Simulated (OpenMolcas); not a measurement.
## How basis sets differ on AlPH6 (SMILES [AlH3-][PH3+])

The species is AlPH6 (8 atoms), meant as a singlet with charge 0. As SMILES, `[AlH3-][PH3+]`. The shape comes from GFN2-xTB, which is rough for such elements, and wasn't checked as a minimum.

Quantity: the HOMO–LUMO gap, in eV. The values are calculated.

```json
{"level": "HF/STO-3G", "kind": "Hartree–Fock", "program": "OpenMolcas", "value (eV)": "19.87"}
{"level": "HF/3-21G", "kind": "Hartree–Fock", "program": "OpenMolcas", "value (eV)": "13.97"}
{"level": "HF/ANO-R1 (sfX2C)", "kind": "Hartree–Fock", "program": "OpenMolcas", "value (eV)": "12.82"}
{"level": "HF/def2-SVP", "kind": "Hartree–Fock", "program": "OpenMolcas", "value (eV)": "14.09"}
```

The values span 12.82 to 19.87 eV. A Hartree–Fock LUMO above zero doesn't converge with the basis: it sinks as sets grow more diffuse. Orbital gaps aren't excitation energies.

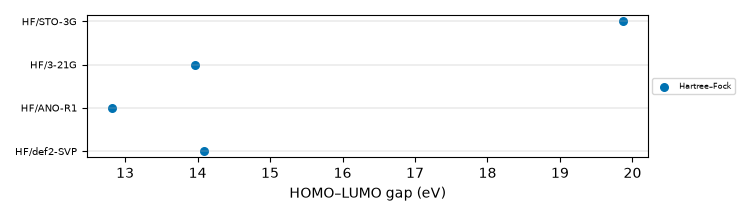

The values of the table, level by level.
